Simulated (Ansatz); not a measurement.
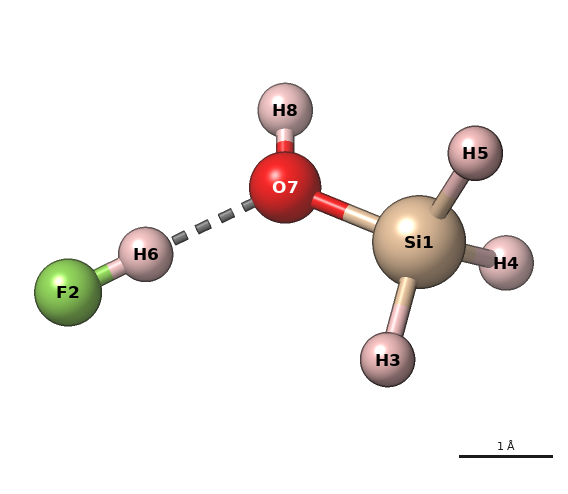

Broken lines mark hydrogen bonds. The geometry was computed by an optimisation with PBE0-D4/def2-TZVP.

Give donor, acceptor, H···A distance and D–H···A angle of each hydrogen bond.

```json
{"D–H···A": "F2–H6···O7", "D–H (Å)": "0.94", "H···A (Å)": "1.68", "angle (°)": "179", "kind": "intermolecular"}
```
